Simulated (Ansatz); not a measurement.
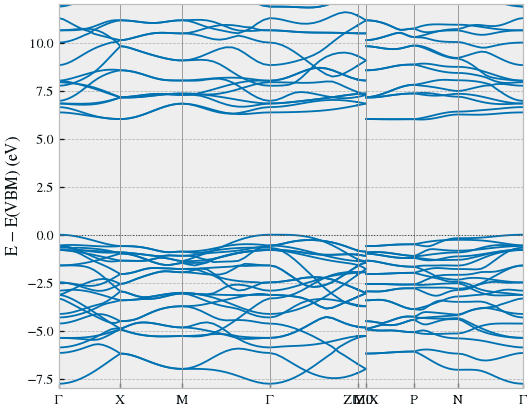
*Band structure from r²SCAN in the plane-wave PAW code Ansatz*

The gap is 6.00 eV; an edge lies off the plotted path or next to a special point (maximum at Γ, minimum off the standard path).

**Question.** Pick the material that matches.
A) BAsO4, I-4 (B on 2d, As on 2a, O on 8g)
B) LuPO4, I4_1/amd (Lu on 4a, P on 4b, O on 16h)
C) HfSiO4, I4_1/amd (Hf on 4a, Si on 4b, O on 16h)
D) YPO4, I4_1/amd (Y on 4a, P on 4b, O on 16h)

**Answer.** C, HfSiO4, I4_1/amd (Hf on 4a, Si on 4b, O on 16h)

The r²SCAN relaxation kept the symmetry of its start. No spin polarisation was allowed. Scalar-relativistic: spin–orbit coupling is off unless named, which matters more the heavier the elements.

Potentials: the later of the program's two PAW sets.
